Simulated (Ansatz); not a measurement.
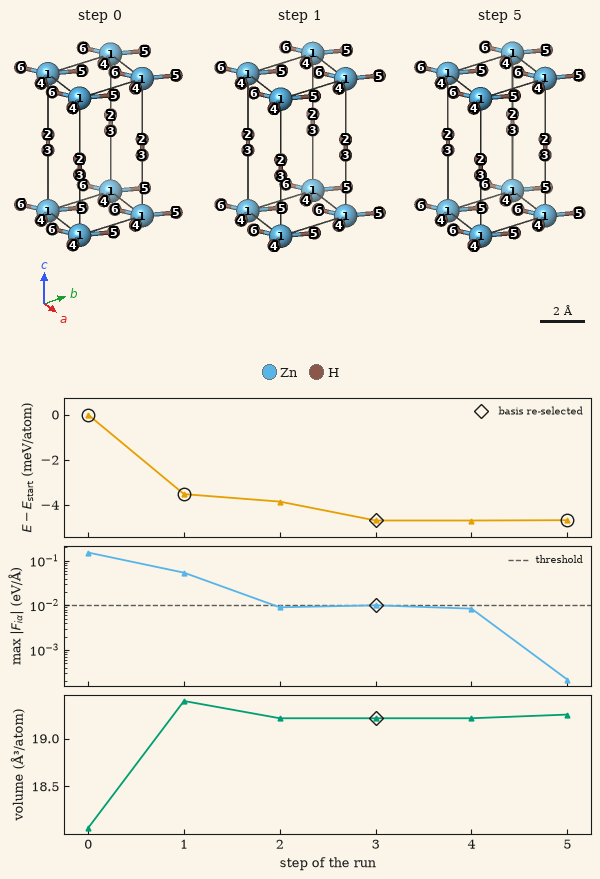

Frames of a relaxation of a crystal of ZnH5 (a generated structure, set up in P-6m2), marked on the history of the run. The picture is a ball-and-stick view of the cell of the calculation, seen slightly off an axis.

All numbers below come from Ansatz 0.2.0, DFT PBE, scalar-relativistic, plane waves, PAW; settings changed.

The input:
```yaml
crystal:
  lattice:
    - [4.3855271515, 0.0, 0.0]
    - [-2.1927635758, 3.7979779222, 0.0]
    - [0.0, 0.0, 6.5082104998]
  atoms:
    - { symbol: Zn, position: [0.0, 0.0, 0.0] }
    - { symbol: H, position: [0.0, 0.0, 0.5577530948] }
    - { symbol: H, position: [0.0, 0.0, 0.4422469052] }
    - { symbol: H, position: [0.2166890544, 0.7833109456, 0.0] }
    - { symbol: H, position: [0.2166890544, 0.4333781089, 0.0] }
    - { symbol: H, position: [0.5666218911, 0.7833109456, 0.0] }
basis:
  ecutwfc: 420
kpoints:
  mp_grid: { grid: [12, 12, 6] }
hamiltonian:
  xc: pbe
scf:
  occupations: { method: methfessel_paxton, width: 2.0 }
  max_iter: 75
output:
  forces: true
  eigenvalues: true
  stress: true
relax:
  adjacent_minimum: "off"
  f_tol: 0.01
  max_steps: 80
  cell: { stress_tol: 0.05 }
```

Run as
```bash
ansatz run input.yaml --threads 1 --pin off --max-ram 2560MiB --backend cpu --events-out ev --progress --plain --runs-dir out
```

> What happens along the run?

The run was cut off at its time limit before the program reported convergence, but its last step already meets the force threshold: the largest component is 0.00022 eV/Å against 0.01 eV/Å. The pressure is within 0.01 GPa of its target. The input was poor on purpose: a smearing of electronvolts. The largest moves relative to the cell, 0.059 Å, are those of H4, H5 and H6. H4 goes along [−1 1 0]. Zn stays in place. Cell: a = b 4.386 → 4.523 Å (+3.1 %), c 6.508 → 6.520 Å (+0.2 %). Volume +6.5 %. Among the contacts that change: Zn1–H4 1.646 → 1.638 Å. The space group stays P-6m2 (No. 187). After 4 accepted moves (5 points after the start) the energy has fallen by 4.7 meV per atom. The largest force component goes from 0.15 to 0.00022 eV/Å. The pressure goes from 0.49 to 0.01 GPa. At 1 point the geometry stayed and the basis and grid were re-selected for the new cell (energy shift of 0.8 meV per atom at most each time). The run took 2.2 min on 1 thread of Intel(R) Xeon(R) Processor @ 2.70GHz, on a shared host, peak memory 0.54 GiB. From step 0 to 1: H atoms move most (0.07 Å), volume +7.3 %, energy −3.5 meV per atom. From step 1 to 5: volume −0.7 %, energy −1.2 meV per atom.

```csv
step,"E − E(0), meV/atom","largest force component, eV/Å","pressure, GPa","volume, Å³/atom",note
0,0.00,0.1533,0.49,18.067,
1,-3.52,0.0542,-0.01,19.392,
2,-3.85,0.0091,0.01,19.211,
3,-4.69,0.0100,0.04,19.211,"same geometry, new basis"
4,-4.69,0.0085,0.01,19.211,
5,-4.67,0.0002,0.01,19.250,
```
